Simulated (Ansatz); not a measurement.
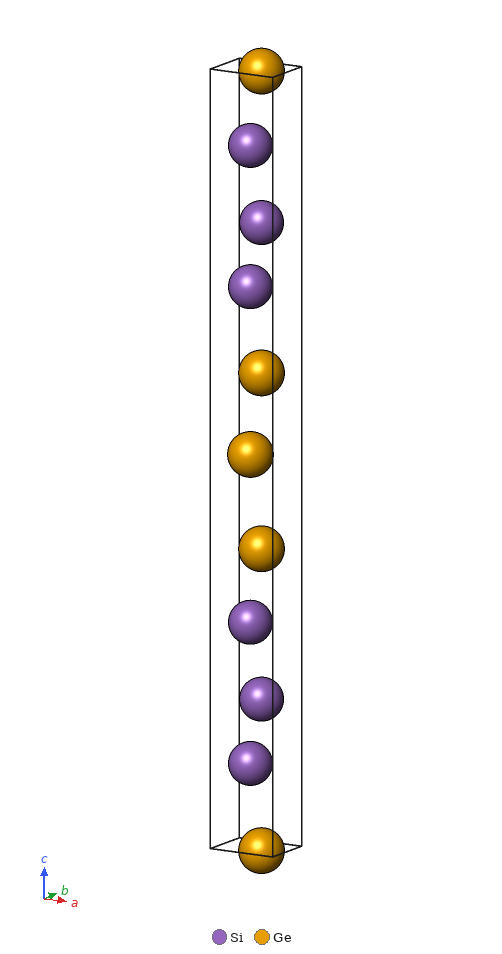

The crystal in a spheres-only representation, seen slightly off an axis. Thin lines show the simulation cell, with boundary atoms drawn in all their periodic places.

Input for the calculation:
```yaml
crystal:
  lattice:
    - [2.8303778524, 0.0, 0.0]
    - [-1.4151889262, 2.4511791225, 0.0]
    - [0.0, 0.0, 23.8437474358]
  atoms:
    - { symbol: Si, position: [0.6666666667, 0.3333333333, 0.8056808027] }
    - { symbol: Si, position: [0.6666666667, 0.3333333333, 0.1943191973] }
    - { symbol: Si, position: [0.3333333333, 0.6666666667, 0.7152524123] }
    - { symbol: Si, position: [0.3333333333, 0.6666666667, 0.8963721753] }
    - { symbol: Si, position: [0.3333333333, 0.6666666667, 0.1036278247] }
    - { symbol: Si, position: [0.3333333333, 0.6666666667, 0.2847475877] }
    - { symbol: Ge, position: [0.6666666667, 0.3333333333, 0.0] }
    - { symbol: Ge, position: [0.6666666667, 0.3333333333, 0.3872097805] }
    - { symbol: Ge, position: [0.6666666667, 0.3333333333, 0.6127902195] }
    - { symbol: Ge, position: [0.3333333333, 0.6666666667, 0.5] }
basis:
  ecutwfc: 420
kpoints:
  mp_grid: { grid: [18, 18, 2] }
  band_path:
    path:
      - [[0.0, 0.0, 0.0], [0.5, 0.0, 0.0], [0.33333333, 0.33333333, 0.0], [0.0, 0.0, 0.0], [0.0, 0.0, 0.5], [0.5, 0.0, 0.5], [0.33333333, 0.33333333, 0.5], [0.0, 0.0, 0.5]]
      - [[0.5, 0.0, 0.5], [0.5, 0.0, 0.0]]
      - [[0.33333333, 0.33333333, 0.5], [0.33333333, 0.33333333, 0.0]]
    npoints: 14
hamiltonian:
  xc: pbe
scf:
  occupations: { method: gaussian, width: 0.1 }
  n_extra_bands: 25
output:
  forces: true
  stress: true
  eigenvalues: true
  populations: true
  dos: { projected: true, de: 0.02, nscf_kmesh: { grid: [22, 22, 3] } }
  bader: true
  write_density: true
  write_potential: true
  elf: true
  volumetric_format: npy
```
Run as:
```sh
ansatz run input.yaml --threads 1 --pin off --max-ram 2560MiB --backend cpu --events-out ev --progress --plain --runs-dir out
```

Run with DFT PBE, scalar-relativistic, plane waves, PAW (Ansatz 0.2.0) and these settings: 420 eV cutoff, 18×18×2 k-mesh, Gaussian smearing of 0.1 eV, no spin polarisation.

**List the Bader charges.**

Si -0.01 e; Ge +0.01 to +0.04 e. Little charge moves, as in a metallic or covalent solid.

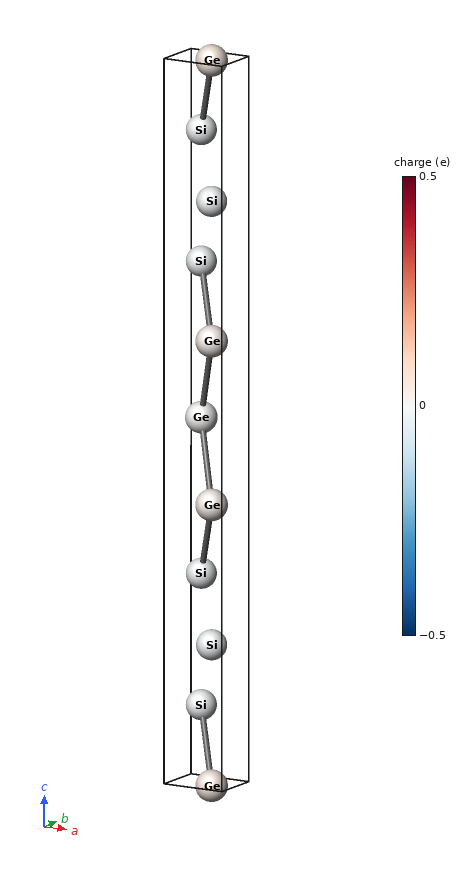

The atoms coloured by those charges.

Source of the structure: a structure type filled with these elements by a generator (whether the compound takes this form wasn't checked). Earlier steps of the study, as a rule a relaxation of our own, may have changed the cell and positions, so they can lie some per cent off the listed ones. It was run through Ansatz as a DFT input.
